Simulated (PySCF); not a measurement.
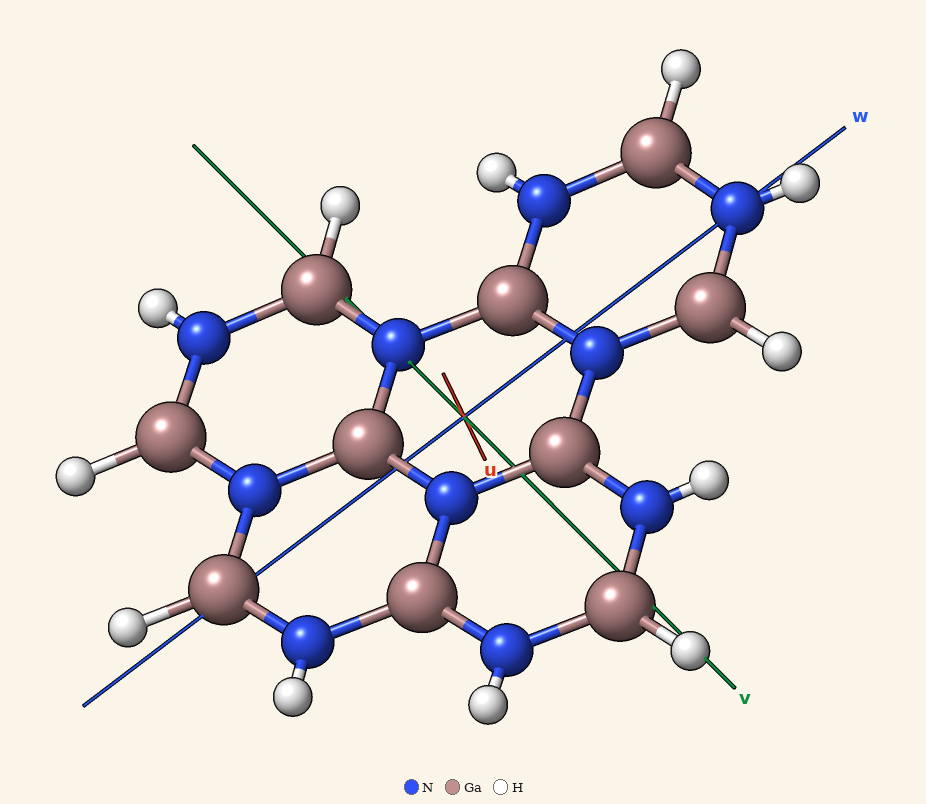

The lines u, v and w are the principal axes of the static dipole polarisability. The computed structure is the end point of a GFN2-xTB optimisation. No frequency run is at hand to confirm it as a minimum. Method: PBE/def2-SVP (PySCF 2.14.0).

Along which axis is the molecule most polarisable, and along which least?

Answer. Most along w, least along u.

Give the three principal values.

Answer. u 177.3, v 412.6, w 431.4 bohr³; mean 340.4, anisotropy 245.2 bohr³.

The geometry is semi-empirical. Around Ga such bond lengths and angles can be off by a tenth of an ångström or more and by several degrees, and values that hang on the shape move with them.
